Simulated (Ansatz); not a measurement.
```yaml
atoms:
  - { symbol: Si, position_ang: [-0.0385, 0.1329, 0.0197] }
  - { symbol: H, position_ang: [-0.1906, 0.0842, 1.4798] }
  - { symbol: H, position_ang: [1.4036, 0.2421, -0.2998] }
  - { symbol: C, position_ang: [-0.9620, 1.6378, -0.6789] }
  - { symbol: H, position_ang: [-2.0441, 1.4559, -0.6925] }
  - { symbol: H, position_ang: [-0.7751, 2.5189, -0.0507] }
  - { symbol: H, position_ang: [-0.6380, 1.8725, -1.7025] }
  - { symbol: H, position_ang: [-0.5687, -1.1269, -0.5530] }
  - { symbol: P, position_ang: [1.6205, -2.5545, 1.3032] }
  - { symbol: H, position_ang: [0.4925, -3.0913, 0.6207] }
  - { symbol: H, position_ang: [2.1861, -1.9681, 0.1343] }
  - { symbol: H, position_ang: [0.9355, -1.3851, 1.7174] }
```

Not at a stationary point (largest force 1.0 eV/Å).

These are results of Ansatz, RKS B3LYP/6-31G*, not measurements.

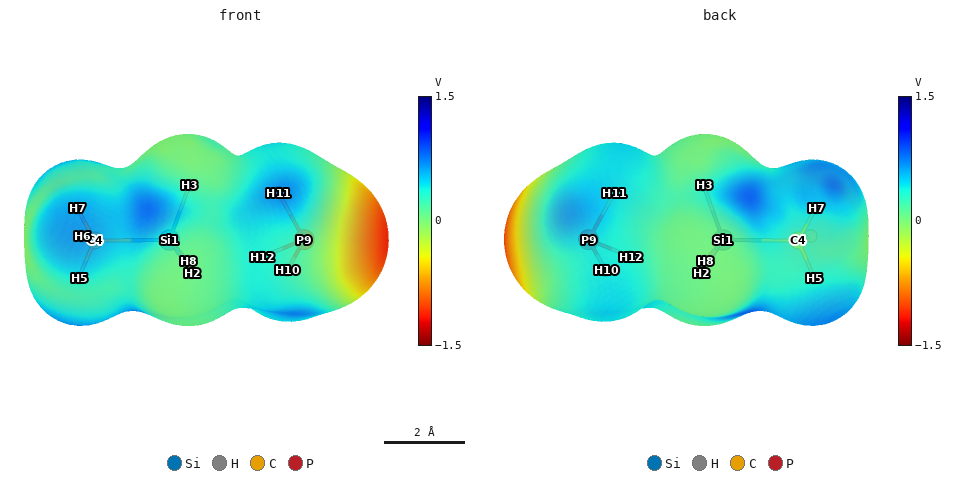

CH6Si···PH3. The molecular electrostatic potential painted on the density surface at 0.002 e/bohr³, seen from the front and from behind; the colour scale runs from red (negative) to blue (positive).

Question: Where is the surface potential most negative and most positive?

Answer: The most negative region (about −1.1 V) lies over P9, the most positive (about +0.8 V) over Si1 and H7.
